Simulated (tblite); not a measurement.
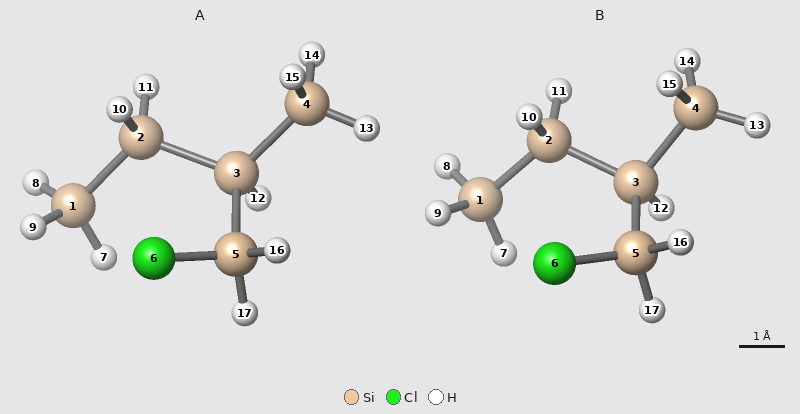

Two geometries of Si$_{5}$H$_{11}$Cl, drawn at one scale. One is the start of a relaxation, the other its converged end. The picture is a ball-and-stick view, seen at a tilt.

All numbers below come from GFN2-xTB geometry optimisation, gas phase (tblite 0.8.0). 

Question: Which one is relaxed?

Answer: Structure A is the relaxed one. After 82 geometry steps the energy has fallen by 14.7 kcal/mol. H14 moves most after the best rigid fit: 0.59 Å. Largest moves by element: H 0.59 Å, Si 0.28 Å, Cl 0.17 Å. Some distances before and after: Si2–Si3 2.200 → 2.345 Å, Si3–Si5 2.218 → 2.329 Å, Si1–Si2 2.213 → 2.316 Å, Si3–Si4 2.247 → 2.332 Å. Among the angles between lasting bonds that change: Si2–Si3–Si4 104.7° → 116.5°, Si3–Si5–H17 109.4° → 117.8°, Si2–Si3–H12 113.4° → 106.0°. The run took 1.1 s on 1 thread of Arm Neoverse V1, with other jobs on the host.
